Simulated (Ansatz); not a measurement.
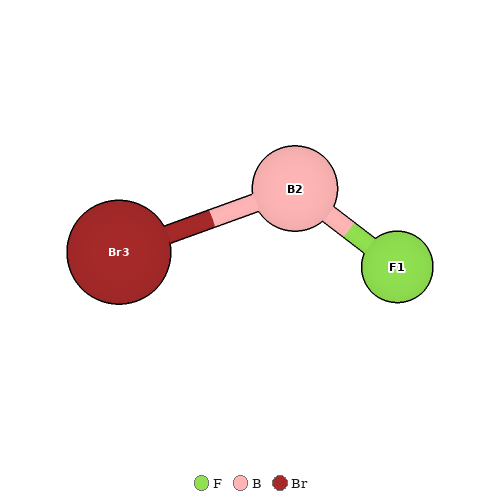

The system is BBrF, SMILES F[B]Br, spin multiplicity 2; the picture shows the reference structure. Coordinates scanned: (1) angle F1–B2–Br3; (2) change of the bonds B2–F1, B2–Br3, all alike. Nothing is relaxed (all other coordinates rigid). Grid: 15 × 15 points. Points are written as (first, second). Energies are in kcal/mol, from the lowest grid point. Method: UKS wB97X-V/def2-SVP (Ansatz).

Its coordinates:

| atom | x (Å) | y (Å) | z (Å) |
| --- | --- | --- | --- |
| F | -0.3447 | 1.2572 | -0.0601 |
| B | 0.4028 | 0.2351 | 0.2485 |
| Br | -0.0691 | -1.5571 | -0.2016 |

Range: angle F1–B2–Br3 from 77.6 to 167.6°; change of the bonds B2–F1, B2–Br3, all alike from −0.177 to 0.273 Å.

**Predict the map.**

The lowest grid point is at (122.6°, 0.016 Å). No other kind of well shows on this grid. The highest grid point, (77.6°, −0.177 Å), lies 158.2 kcal/mol above the lowest. Round the minimum the two coordinates are weakly coupled (coupling 0.12 in units of the two stiffnesses).

```
second ↓, first →   77.6   84.1  90.5  96.9  103.3  109.8  116.2  122.6  129.1  135.5  141.9  148.3  154.8  161.2  167.6
            0.273   69.8   58.2  50.2  44.7   41.0   38.9   38.0   38.1   39.3   41.3   44.2   47.8   52.1   56.9   61.8
            0.241   66.0   53.3  44.5  38.5   34.5   32.2   31.2   31.3   32.5   34.6   37.6   41.4   46.0   51.1   56.5
            0.209   62.8   48.9  39.3  32.7   28.4   25.9   24.7   24.8   26.0   28.2   31.3   35.3   40.1   45.5   51.5
            0.177   60.5   45.3  34.7  27.5   22.8   20.0   18.7   18.7   19.9   22.2   25.4   29.5   34.5   40.3   46.7
            0.144   59.1   42.4  30.8  22.9   17.8   14.6   13.2   13.1   14.2   16.5   19.8   24.1   29.3   35.4   42.2
            0.112   58.9   40.6  27.9  19.3   13.6   10.2    8.5    8.3    9.4   11.7   15.1   19.5   24.9   31.2   38.3
            0.080   60.0   40.1  26.2  16.7   10.5    6.7    4.7    4.4    5.4    7.7   11.2   15.7   21.2   27.7   35.1
            0.048   62.8   41.1  25.8  15.4    8.6    4.3    2.1    1.5    2.5    4.8    8.2   12.8   18.5   25.2   32.8
            0.016   67.5   43.7  27.1  15.6    8.0    3.3    0.7    0.0    0.8    3.1    6.6   11.2   17.0   23.8   31.6
           −0.016   74.3   48.5  30.2  17.6    9.2    3.9    1.0    0.0    0.7    2.9    6.3   11.0   16.9   23.8   31.7
           −0.048   83.8   55.7  35.6  21.8   12.5    6.5    3.2    1.9    2.4    4.5    7.9   12.7   18.6   25.6   33.5
           −0.080   96.3   65.7  43.8  28.5   18.2   11.5    7.7    6.1    6.4    8.3   11.7   16.4   22.4   29.4   37.5
           −0.112  112.3   79.1  55.1  38.3   26.8   19.3   14.9   12.9   12.9   14.7   18.0   22.7   28.7   35.8   43.9
           −0.144  132.4   96.5  70.2  51.6   38.9   30.5   25.4   23.0   22.7   24.3   27.5   32.1   38.1   45.3   53.4
           −0.177  158.2  119.2  90.5  70.0   55.8   46.3   40.5   37.5   36.8   38.2   41.2   45.7   51.7   58.9   67.0
```

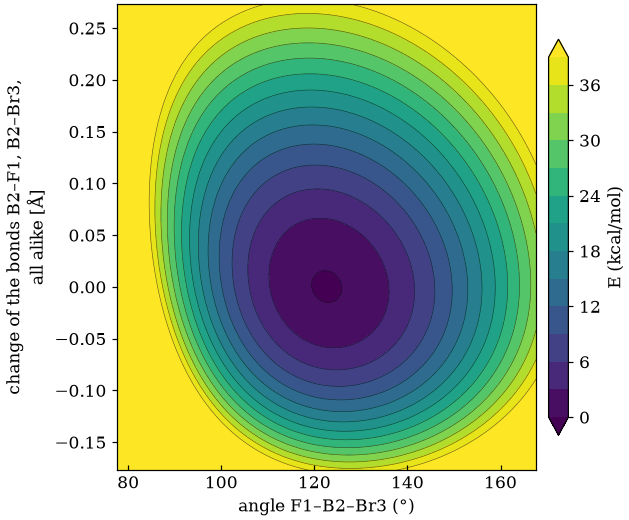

In the figure: filled contours, one colour for all values above the top of the scale. Between grid points the surface is interpolated.

Time for the 225 points that were run: 9.7 min on 1 thread of AMD EPYC 9R45 96-Core Processor (Zen 5) (shared host).
